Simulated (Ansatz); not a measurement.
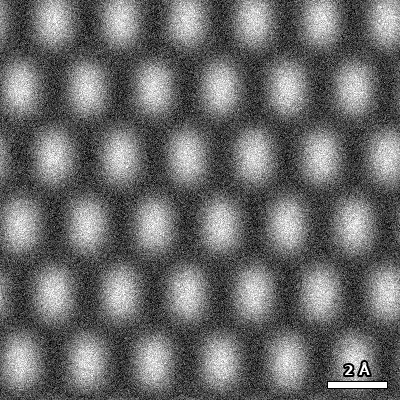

Phase-contrast TEM-like image of Os (P6_3/mmc, No. 194) along [101]. Simulated in the weak-phase-object approximation with neutral-atom potentials: 80 kV, Cs = −13 µm, defocus +88 Å (negative is underfocus), defocus spread 15 Å, aperture 0.86 1/Å. Shot noise was added. Model: the input geometry of a calculation.

Q: Do the atom columns appear dark or bright, and why?

A: Bright. With negative Cs and overfocus sin χ is positive over the pass band, so the strongest columns (Os) come out brighter than the background.

Q: What point resolution do these settings give, and which lattice spacings pass?

A: About 1.2 Å (0.66 |Cs|^(1/4) λ^(3/4) with λ = 0.0418 Å). The spacings that carry visible contrast are {100} at 2.39 Å, {101} at 2.10 Å, {200} at 1.20 Å, {112} at 1.17 Å. Columns 0.80 Å apart are closer than that and merge.
